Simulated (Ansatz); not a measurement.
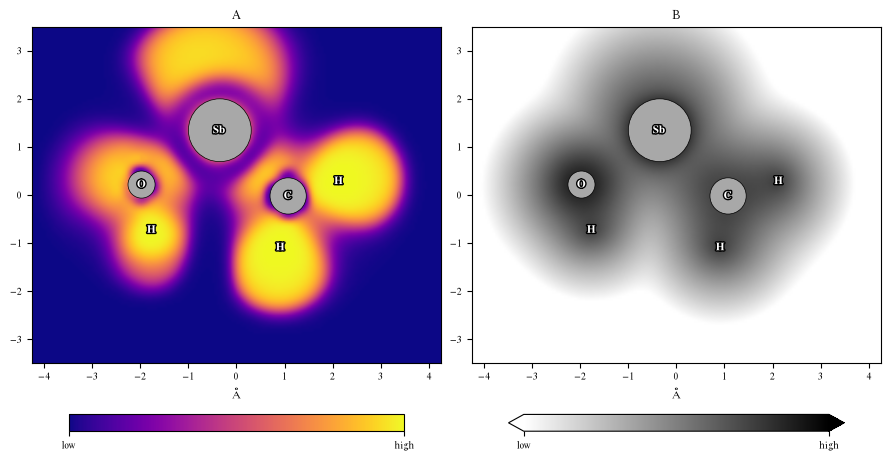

CH$_{3}$OSb: 2 fields on the molecular plane, with unlabelled colour scales. Grey discs cover the atomic cores.

Geometry: B3LYP-D4/def2-TZVP; core potentials replace the inner electrons of Sb.

All numbers below come from isolated molecule in a Gaussian basis; Kohn-Sham density functional theory, functional PBE0 in Ansatz.

### Which field does each panel show? The fields are: electron density and electron localisation function.

Panel A: electron localisation function. Panel B: electron density. From the grid: C–Sb (1.97 Å): ρ is about 0.98 e/Å³ halfway; the ELF peaks at about 0.90 in the valence shell of C, 0.7 Å from its nucleus, and drops to about 0.20 between the two atoms. Sb–O (1.98 Å): ρ is about 0.82 e/Å³ halfway; the ELF peaks at about 0.85 in the valence shell of O, 0.6 Å from its nucleus, and drops to about 0.15 between the two atoms.
